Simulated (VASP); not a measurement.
Band structure of TiAl (L1_0). Computed with revTPSS meta-GGA, VASP's PBE PAW potentials (set 64) (plane waves; VASP).

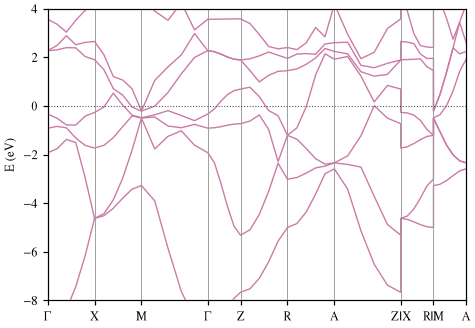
Figure. Bands along high-symmetry lines, zero at the valence-band maximum or, without a gap, the Fermi level

Task: Read the plot: is there a gap, and where are the band edges?

Result: It has no gap at this level: it comes out as a metal or semimetal.

The compound is TiAl in the L1_0 structure. It was relaxed first. The electron count is odd and the run is not spin-polarised, which forces a metal.
